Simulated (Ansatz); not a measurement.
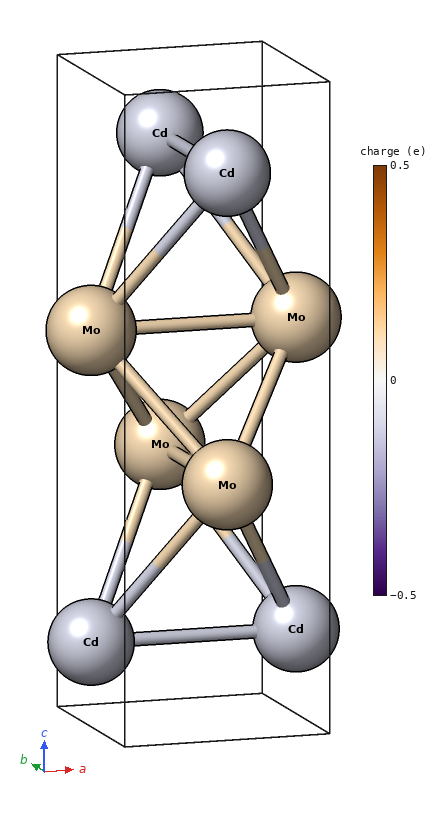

Shown here is a ball-and-stick view of the crystal, taken slightly off an axis. The outline marks the simulation cell. The atoms of this CdMo cell are coloured by their Bader charge.

Computational set-up: DFT, PAW plane waves, HSE06 (Ansatz), a basis cut at 420 eV, 4×4×1 k-mesh, Fermi-Dirac smearing of 0.1 eV, no spin polarisation.

Describe the charge distribution among the elements.

Most positive: Mo; most negative: Cd. Charges: about Cd -0.1 e; Mo +0.1 e. Little charge moves, as in a metallic or covalent solid.

Origin: a generated cell, made by putting these elements into a known structure type (the compound may or may not exist in this form); unrelaxed. An electronic-structure calculation with Ansatz was run on it.

At this level of theory the cell isn't at rest (stretched, at -9 GPa and forces up to 0.7 eV/Å), so its distances can differ from those at equilibrium, the more so the softer the solid.
